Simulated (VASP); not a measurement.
# PbO (Litharge): structure and properties in VASP, part 2 of 5

Aim: relax PbO (Litharge), then compute properties on the relaxed cell. The start is a cell from a database of measured crystal structures.

VASP 6.6.1, plane waves and PAW; the level of theory is named at each step.

So far, gap on the k-mesh (eV): step 2 (full relaxation (PBEsol)) 1.22. The relaxed cell has a = 3.990, c = 5.046 Å (conventional setting).

The database entry behind the starting cell differs from later determinations by our own check (an axis about 0.4 % long against later determinations), so it need not match the best structure at ambient conditions.

### 3. Single point with fields (PBEsol)

Level of this step: PBEsol; plane waves and PAW (Pb_d, O) (VASP).

The relaxed cell gets a fresh self-consistent run, on a basis set for its own volume, to fix the density and to check the remaining stress.

Contents of INCAR:

```
SYSTEM = PbO
PREC = Accurate
ENCUT = 520
EDIFF = 1E-06
NELM = 100
ISMEAR = 0
SIGMA = 0.05
LREAL = .FALSE.
ALGO = Normal
GGA = PS
NBANDS = 26
LORBIT = 11
LWAVE = .FALSE.
LCHARG = .TRUE.
ISIF = 2
LELF = .TRUE.
LVHAR = .TRUE.
```

Contents of POSCAR:

```
PbO
1.0
    3.9903219130      0.0000000000      0.0000000000
    0.0000000000      3.9903219130      0.0000000000
    0.0000000000      0.0000000000      5.0461551002
Pb O
2 2
Direct
    0.0000000000      0.5000000000      0.2347986345
    0.5000000000      0.0000000000      0.7652013655
    0.0000000000      0.0000000000      0.0000000000
    0.5000000000      0.5000000000      0.0000000000
```

Contents of KPOINTS:

```
Automatic mesh
0
Gamma
6 6 5
0 0 0
```

PAW data sets: Pb_d and O (PBE family, release 64).

Launch:

```sh
$ mpirun -np 4 vasp_std
```

What it wrote:

```text
[banner, memory and clock lines left out]
running    4 mpi-ranks, on    1 nodes
 distrk:  each k-point on    4 cores,    1 groups
 distr:  one band on    1 cores,    4 groups

 POSCAR found type information on POSCAR PbO
 POSCAR found :  2 types and       4 ions
 [... a notice as in an earlier step ...]

 LDA part: xc-table for (Slater+PW92), standard interpolation
|                                                                             |
|           W    W    AA    RRRRR   N    N  II  N    N   GGGG   !!!           |
|           W    W   A  A   R    R  NN   N  II  NN   N  G    G  !!!           |
|           W    W  A    A  R    R  N N  N  II  N N  N  G       !!!           |
|           W WW W  AAAAAA  RRRRR   N  N N  II  N  N N  G  GGG   !            |
|           WW  WW  A    A  R   R   N   NN  II  N   NN  G    G                |
|           W    W  A    A  R    R  N    N  II  N    N   GGGG   !!!           |
|                                                                             |
|     The number of bands has been changed from the values supplied in        |
|     The orbitals not found in the WAVECAR file will be initialized with     |
|     random numbers, which is usually adequate. For correlated               |
|     calculations, however, you should redo the groundstate calculation.     |
|     I found NBANDS = 26. Now, NBANDS = 28.                                  |
|                                                                             |

 POSCAR, INCAR and KPOINTS ok, starting setup
 FFT: planning ... GRIDC
 FFT: planning ... GRID_SOFT
 FFT: planning ... GRID
 WAVECAR not read
 entering main loop
       N       E                     dE             d eps       ncg     rms          rms(c)
DAV:   1     0.456713536804E+03    0.45671E+03   -0.19579E+04  1680   0.168E+03
DAV:   2     0.338535302486E+02   -0.42286E+03   -0.40577E+03  1736   0.447E+02
DAV:   3    -0.242915002633E+02   -0.58145E+02   -0.56764E+02  2116   0.179E+02
DAV:   4    -0.269085466672E+02   -0.26170E+01   -0.26087E+01  1996   0.395E+01
DAV:   5    -0.269857934843E+02   -0.77247E-01   -0.77242E-01  1908   0.734E+00    0.114E+01
DAV:   6    -0.230970915942E+02    0.38887E+01   -0.21506E+01  2476   0.375E+01    0.525E+00
DAV:   7    -0.229208923505E+02    0.17620E+00   -0.26018E+00  2084   0.114E+01    0.243E+00
DAV:   8    -0.228855674401E+02    0.35325E-01   -0.53995E-01  1816   0.471E+00    0.904E-01
DAV:   9    -0.228721884272E+02    0.13379E-01   -0.60797E-02  2636   0.199E+00    0.257E-01
DAV:  10    -0.228731676342E+02   -0.97921E-03   -0.11335E-02  1952   0.712E-01    0.696E-02
DAV:  11    -0.228730711768E+02    0.96457E-04   -0.13674E-03  2796   0.300E-01    0.581E-02
DAV:  12    -0.228730318177E+02    0.39359E-04   -0.19381E-04  2456   0.138E-01    0.175E-02
DAV:  13    -0.228730291086E+02    0.27091E-05   -0.41041E-05  1844   0.402E-02    0.824E-03
DAV:  14    -0.228730280985E+02    0.10101E-05   -0.44858E-06  1760   0.205E-02    0.125E-03
DAV:  15    -0.228730279522E+02    0.14630E-06   -0.70875E-07  1000   0.579E-03
   1 F= -.22873028E+02 E0= -.22873028E+02  d E =-.774865E-14
```

Elapsed: 14 s, on 4 MPI ranks of Intel Xeon 6975P-C (Granite Rapids), shared host; peak memory 0.55 GiB; 48 s of CPU time.

OUTCAR, selected parts (step 3):

```text
  LATTYP: Found a simple tetragonal cell.
 ALAT       =     3.9903219130
 C/A-ratio  =     1.2645984986

 Found     30 irreducible k-points:

   k-points           NKPTS =     30   k-points in BZ     NKDIM =     30   number of bands    NBANDS=     28

   ENCUT  =  520.0 eV  38.22 Ry    6.18 a.u.   7.42  7.42  9.38*2*pi/ulx,y,z

   NELECT =      40.0000    total number of electrons

 E-fermi :   5.0829

 k-point     1 :       0.0000    0.0000    0.0000
  band No.  band energies     occupation
    ...
     16       0.5713      2.00000
     17       3.1684      2.00000
     18       3.1938      2.00000
     19       3.1938      2.00000
     20       4.8346      2.00000
     21       7.1149      0.00000
     22      10.1727      0.00000
     23      10.4947      0.00000
     24      10.4947      0.00000
     25      11.3690      0.00000
    ...

 k-point     2 :       0.1667    0.0000    0.0000
  band No.  band energies     occupation
    ...
     16       0.7380      2.00000
     17       2.6381      2.00000
     18       3.0060      2.00000
     19       3.1150      2.00000
     20       4.8299      2.00000
     21       7.8193      0.00000
     22       8.9899      0.00000
     23      10.5611      0.00000
     24      10.6379      0.00000
     25      10.7323      0.00000
    ...

  Total       -0.0010844     -0.0010844      0.0226179      0.0000000      0.0000000      0.0000000
  in kB       -0.0216240     -0.0216240      0.4510109      0.0000000      0.0000000      0.0000000
  external PRESSURE =       0.1359210 kB  Pullay stress =       0.0000000 kB

  energy-cutoff  :      520.00
  volume of cell :       80.35
      direct lattice vectors                 reciprocal lattice vectors
     3.990321913  0.000000000  0.000000000     0.250606348  0.000000000  0.000000000
     0.000000000  3.990321913  0.000000000     0.000000000  0.250606348  0.000000000
     0.000000000  0.000000000  5.046155100     0.000000000  0.000000000  0.198170682

 POSITION                                       TOTAL-FORCE (eV/Angst)
 -----------------------------------------------------------------------------------
      0.00000      1.99516      1.18483         0.000000      0.000000      0.009371
      1.99516      0.00000      3.86132        -0.000000     -0.000000     -0.009371
      0.00000      0.00000      0.00000        -0.000000     -0.000000      0.000000
      1.99516      1.99516      0.00000        -0.000000      0.000000      0.000000
 -----------------------------------------------------------------------------------
    total drift:                                0.000000      0.000000      0.000000

  FREE ENERGIE OF THE ION-ELECTRON SYSTEM (eV)
  ---------------------------------------------------
  free  energy   TOTEN  =       -22.8730279522 eV

  energy  without entropy=      -22.8730279522  energy(sigma->0) =      -22.87302795

 total charge
# of ion       s       p       d       tot
------------------------------------------
    1        1.366   0.628   9.877  11.872
    2        1.366   0.628   9.877  11.872
    3        1.574   3.371   0.000   4.946
    4        1.574   3.371   0.000   4.946
--------------------------------------------------
tot          5.881   7.999  19.755  33.635

[... 4 parts as in an earlier step ...]

[... 6 further parts left out ...]
```

This step gave:

| Quantity | Value |
| --- | --- |
| SCF cycles | 15 |
| bands | 28 |
| Fermi energy | 5.083 eV |
| pressure | 0.01359 GPa |

Valence electrons inside each PAW sphere by angular momentum. Sphere charges, by row:

```tsv
atom	s (e)	p (e)	d (e)	tot (e)
Pb1	1.366	0.628	9.877	11.87
Pb2	1.366	0.628	9.877	11.87
O3	1.574	3.371	0	4.946
O4	1.574	3.371	0	4.946
```

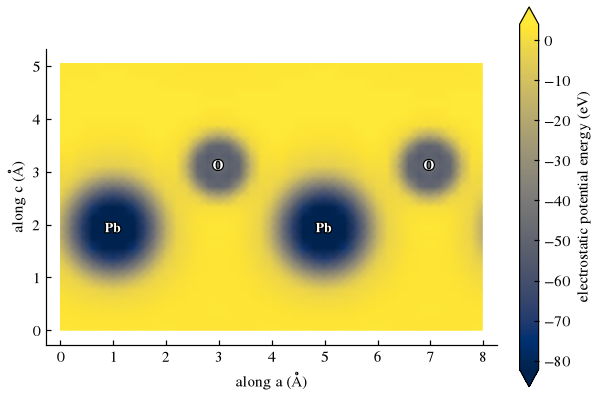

Electrostatic potential energy in the ac plane at fractional y = 0.000, with atoms of Pb and O within 0.2 Å of it. With pseudopotentials it is smooth inside the atoms' cores, unlike the true potential. The map starts off the cell's origin, so that atoms lie inside it.

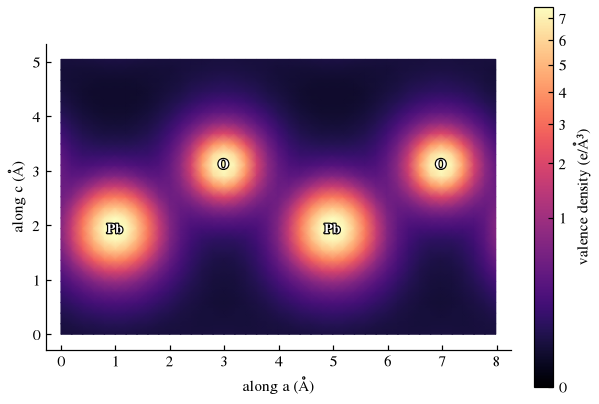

Valence density in the ac plane at fractional y = 0.000, with atoms of Pb and O within 0.2 Å of it. It is the smooth field of the valence electrons, not physical close to the nuclei. The map starts off the cell's origin, so that atoms lie inside it. The colour scale is stretched toward low values.

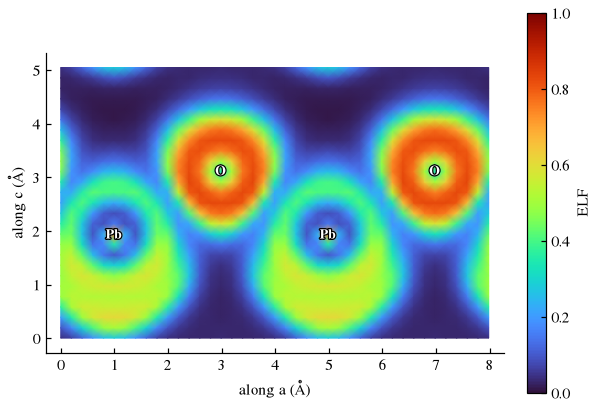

ELF in the ac plane at fractional y = 0.000, with atoms of Pb and O within 0.2 Å of it. It is the smooth field of the valence electrons, not physical close to the nuclei. The map starts off the cell's origin, so that atoms lie inside it.

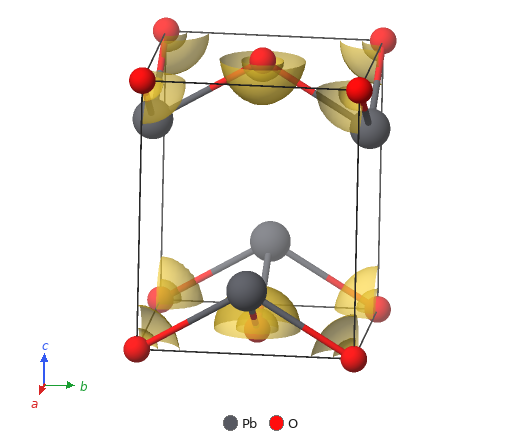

Surface of ELF = 0.75.

In this run the pressure is 0.01 GPa, small enough to go on.

### 4. Bands along the symmetry lines (PBEsol)

The mesh alone shows little of the dispersion and can miss band extrema, so KPOINTS_OPT adds a path through the symmetry points after the self-consistent cycle.

Contents of INCAR:

```
SYSTEM = PbO
PREC = Accurate
ENCUT = 520
EDIFF = 1E-06
NELM = 100
ISMEAR = 0
SIGMA = 0.05
LREAL = .FALSE.
ALGO = Normal
GGA = PS
NBANDS = 34
LORBIT = 11
LWAVE = .FALSE.
LCHARG = .FALSE.
KPAR = 4
```

POSCAR is that of step 3.

KPOINTS is that of step 3.

Contents of KPOINTS_OPT:

```
Line mode
16
Line-mode
Reciprocal
  0.00000000   0.00000000   0.00000000 GAMMA
  0.00000000   0.50000000   0.00000000 X

  0.00000000   0.50000000   0.00000000 X
  0.50000000   0.50000000   0.00000000 M

  0.50000000   0.50000000   0.00000000 M
  0.00000000   0.00000000   0.00000000 GAMMA

  0.00000000   0.00000000   0.00000000 GAMMA
  0.00000000   0.00000000   0.50000000 Z

  0.00000000   0.00000000   0.50000000 Z
  0.00000000   0.50000000   0.50000000 R

  0.00000000   0.50000000   0.50000000 R
  0.50000000   0.50000000   0.50000000 A

  0.50000000   0.50000000   0.50000000 A
  0.00000000   0.00000000   0.50000000 Z

  0.00000000   0.50000000   0.00000000 X
  0.00000000   0.50000000   0.50000000 R

  0.50000000   0.50000000   0.00000000 M
  0.50000000   0.50000000   0.50000000 A
```

Launch:

```sh
$ mpirun -np 4 vasp_std
```

What it wrote:

```text
[banner, memory and clock lines left out]
running    4 mpi-ranks, on    1 nodes
 distrk:  each k-point on    1 cores,    4 groups
 distr:  one band on    1 cores,    1 groups

 POSCAR found type information on POSCAR PbO
 POSCAR found :  2 types and       4 ions
 [... a notice as in an earlier step ...]

 LDA part: xc-table for (Slater+PW92), standard interpolation
 POSCAR, INCAR and KPOINTS ok, starting setup
 FFT: planning ... GRIDC
 FFT: planning ... GRID_SOFT
 FFT: planning ... GRID
 WAVECAR not read
 entering main loop
       N       E                     dE             d eps       ncg     rms          rms(c)
DAV:   1     0.461417957934E+03    0.46142E+03   -0.18636E+04  2040   0.138E+03
DAV:   2     0.312873739958E+02   -0.43013E+03   -0.40067E+03  2104   0.393E+02
DAV:   3    -0.244630985508E+02   -0.55750E+02   -0.54209E+02  2396   0.154E+02
DAV:   4    -0.269011763469E+02   -0.24381E+01   -0.24302E+01  2456   0.334E+01
DAV:   5    -0.269871949630E+02   -0.86019E-01   -0.86000E-01  2768   0.659E+00    0.114E+01
DAV:   6    -0.231105773634E+02    0.38766E+01   -0.18308E+01  3078   0.311E+01    0.529E+00
DAV:   7    -0.229228836764E+02    0.18769E+00   -0.24025E+00  2544   0.945E+00    0.242E+00
DAV:   8    -0.228814720115E+02    0.41412E-01   -0.48145E-01  2322   0.378E+00    0.811E-01
DAV:   9    -0.228724392599E+02    0.90328E-02   -0.39537E-02  3316   0.136E+00    0.267E-01
DAV:  10    -0.228732256168E+02   -0.78636E-03   -0.93719E-03  2612   0.623E-01    0.755E-02
DAV:  11    -0.228730531916E+02    0.17243E-03   -0.11088E-03  3324   0.258E-01    0.492E-02
DAV:  12    -0.228730304259E+02    0.22766E-04   -0.15418E-04  3072   0.952E-02    0.129E-02
DAV:  13    -0.228730283432E+02    0.20828E-05   -0.28805E-05  2660   0.340E-02    0.581E-03
DAV:  14    -0.228730280219E+02    0.32130E-06   -0.24770E-06  2322   0.914E-03
   1 F= -.22873028E+02 E0= -.22873028E+02  d E =-.146303E-17
 Start KPOINTS_OPT (optional k-point list driver)
k-point batch [1-30\144]
       N       E                     dE             ncg
DAV:   1     0.682628796707E+04   -0.16895E+05     2050
DAV:   2    -0.577673414301E+04   -0.12603E+05     2064
DAV:   3    -0.737821193097E+04   -0.16015E+04     2440
DAV:   4    -0.745559492386E+04   -0.77383E+02     2446
DAV:   5    -0.745817763320E+04   -0.25827E+01     2856
DAV:   6    -0.745825859581E+04   -0.80963E-01     2772
DAV:   7    -0.745826102250E+04   -0.24267E-02     2854
DAV:   8    -0.745826106229E+04   -0.39797E-04     2482
DAV:   9    -0.745826106322E+04   -0.92173E-06     1680
[...]
k-point batch [121-144\144]
       N       E                     dE             ncg
DAV:   1     0.117502464858E+05   -0.26904E+05     1632
DAV:   2     0.184561536308E+04   -0.99046E+04     1704
DAV:   3     0.588419595435E+03   -0.12572E+04     1984
DAV:   4     0.533080134043E+03   -0.55339E+02     1992
DAV:   5     0.531089853352E+03   -0.19903E+01     2248
DAV:   6     0.531024328093E+03   -0.65525E-01     2084
DAV:   7     0.531021593085E+03   -0.27350E-02     2380
DAV:   8     0.531021578510E+03   -0.14575E-04     1940
DAV:   9     0.531021578251E+03   -0.25827E-06     1350
```

It took 48 s on 4 MPI ranks; peak memory 1 GiB; 2.7 min of CPU time.

OUTCAR, selected parts (step 4):

```text
 Found     30 irreducible k-points:

   k-points           NKPTS =     30   k-points in BZ     NKDIM =     30   number of bands    NBANDS=     34

   NELECT =      40.0000    total number of electrons

 E-fermi :   5.1224

 k-point     1 :       0.0000    0.0000    0.0000
  band No.  band energies     occupation
    ...
     16       0.5712      2.00000
     17       3.1682      2.00000
     18       3.1937      2.00000
     19       3.1937      2.00000
     20       4.8345      2.00000
     21       7.1149      0.00000
     22      10.1726      0.00000
     23      10.4947      0.00000
     24      10.4947      0.00000
     25      11.3689      0.00000
    ...

 k-point     2 :       0.1667    0.0000    0.0000
  band No.  band energies     occupation
    ...
     16       0.7379      2.00000
     17       2.6380      2.00000
     18       3.0058      2.00000
     19       3.1149      2.00000
     20       4.8298      2.00000
     21       7.8193      0.00000
     22       8.9899      0.00000
     23      10.5610      0.00000
     24      10.6378      0.00000
     25      10.7322      0.00000
    ...

  Total        0.0010536      0.0010536      0.0253514      0.0000000      0.0000000      0.0000000
  in kB        0.0210102      0.0210102      0.5055178      0.0000000      0.0000000      0.0000000
  external PRESSURE =       0.1825127 kB  Pullay stress =       0.0000000 kB

 POSITION                                       TOTAL-FORCE (eV/Angst)
 -----------------------------------------------------------------------------------
      0.00000      1.99516      1.18483        -0.000000      0.000000      0.009085
      1.99516      0.00000      3.86132         0.000000      0.000000     -0.009085
      0.00000      0.00000      0.00000        -0.000000     -0.000000      0.000000
      1.99516      1.99516      0.00000        -0.000000      0.000000      0.000000
 -----------------------------------------------------------------------------------
    total drift:                                0.000000      0.000000      0.000000

  FREE ENERGIE OF THE ION-ELECTRON SYSTEM (eV)
  ---------------------------------------------------
  free  energy   TOTEN  =       -22.8730280219 eV

  energy  without entropy=      -22.8730280219  energy(sigma->0) =      -22.87302802

[... 9 parts as in an earlier step ...]

[... 5 further parts left out ...]
```

Spin-orbit coupling is off here; with elements this heavy it splits and shifts levels by tenths of an eV or more.

This step gave:

```yaml
scf_cycles: 14
bands: 34
fermi_energy: 5.122 eV
pressure: 0.01825 GPa
least_gap_on_mesh_and_path: 1.208 eV
least_direct_gap_on_mesh_and_path: 2.212 eV
valence_top_at_k: 0, 0.1, 0
least_direct_gap_at_k: 0, 0, 0.1667
```

Electronic bands along the path, in eV, zero at the valence-band top; v1 is the highest filled band, c1 the lowest empty one:

```tsv
point	v4	v3	v2	v1	c1	c2	c3	c4
Γ	-1.68	-1.66	-1.66	-0.01	2.27	5.32	5.65	5.65
X	-3.01	-3.01	-1.63	-1.63	3.33	3.33	6.45	6.45
M	-1.63	-1.63	-1.02	-1.02	1.21	1.21	5.20	5.20
Γ	-1.68	-1.66	-1.66	-0.01	2.27	5.32	5.65	5.65
Z	-1.72	-1.68	-1.68	-0.91	1.84	4.01	4.01	4.20
R	-2.98	-2.98	-0.97	-0.97	3.02	3.02	6.30	6.30
A	-2.21	-2.21	-1.03	-1.03	3.46	3.46	4.63	4.63
Z	-1.72	-1.68	-1.68	-0.91	1.84	4.01	4.01	4.20
jump to X	-3.01	-3.01	-1.63	-1.63	3.33	3.33	6.45	6.45
R	-2.98	-2.98	-0.97	-0.97	3.02	3.02	6.30	6.30
jump to M	-1.63	-1.63	-1.02	-1.02	1.21	1.21	5.20	5.20
A	-2.21	-2.21	-1.03	-1.03	3.46	3.46	4.63	4.63
```

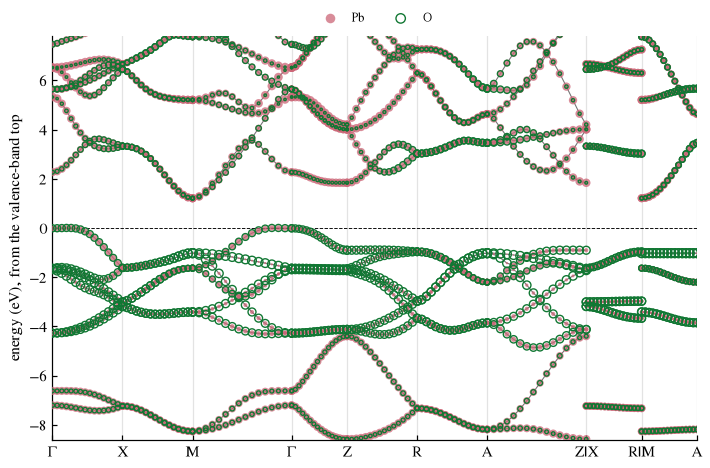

Electronic bands along the path; dots are coloured as in the legend, and their area grows with the weight.

The path finds the gap of the mesh within 0.02 eV, so the mesh comes close to both band edges.

(Part 2 of 5 ends here.)

[Lines on the potential files, build, host, timing and source positions are cut from VASP's logs without a mark.]

[Logs are printed without paths, hosts, clocks, repeated set-up lines and the standing remarks that a program may print on its own settings, such as how far it seeks lower states.]

[Hosts, paths, dates, database ids (printed as entryN), source tags and the programs' standing remarks are cut or masked in the printed files.]

[A measured line is paired with the nearest computed mode of its activity, which favours agreement.]
